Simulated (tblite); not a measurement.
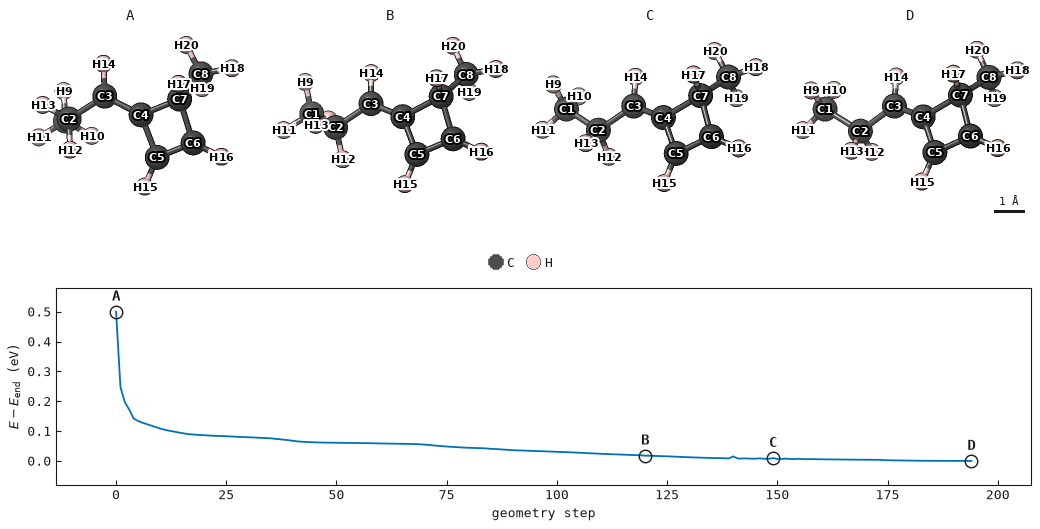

Frames of a relaxation of C8H12 (charge +1, multiplicity 2), marked on the history of the run. The picture is a ball-and-stick view, seen at a tilt.

Computed with tblite 0.8.0, GFN2-xTB geometry optimisation, gas phase. 

What happens along the run?

Over 194 geometry steps the energy falls by 0.500 eV. The largest move after the best rigid fit is that of H10, 2.00 Å. Largest moves by element: H 2.00 Å, C 0.85 Å. Some distances before and after: C4–C5 1.530 → 1.429 Å, C4–C7 1.455 → 1.542 Å, C3–C4 1.413 → 1.364 Å, C1–C2 1.535 → 1.515 Å. Among the angles between lasting bonds that change: C3–C2–H12 111.3° → 105.7°, C1–C2–C3 111.4° → 115.3°, H12–C2–H13 107.5° → 103.8°. Groups turn about C2–C3 by about 105°. From step 0 to 120: H10 moves most (1.05 Å), energy −0.482 eV. From step 120 to 149: H atoms move most (0.80 Å), energy −0.008 eV. From step 149 to 194: H atoms move most (0.34 Å), energy −0.010 eV.
